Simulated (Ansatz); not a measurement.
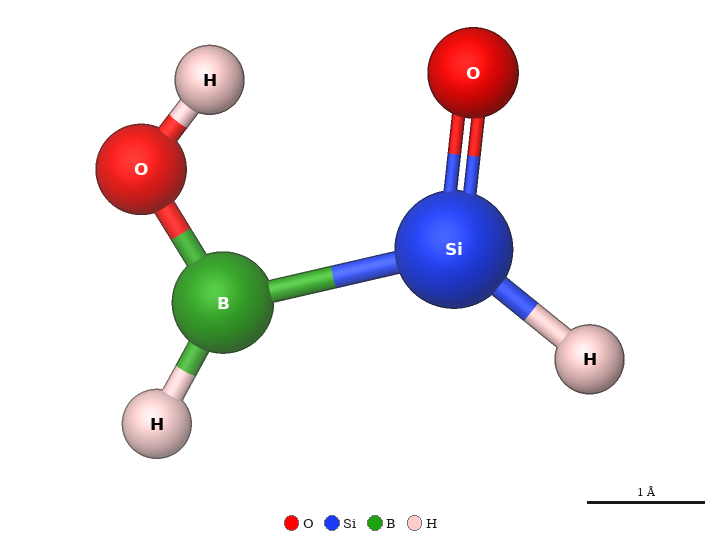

Depth is shown by fading: the farther an atom, the more it takes the colour of the background. The computed structure is the end point of a PBE0-D4/def2-TZVP optimisation. No frequency run is at hand to confirm it as a minimum. Masses are those of the most abundant isotopes; constants are for the rigid equilibrium geometry.

Classify the rotor and give the rotational constants (MHz).

Answer. An asymmetric top (Cs): A = 12930, B = 4398, C = 3282 MHz. Ray's parameter κ is −0.77, nearer the prolate limit.
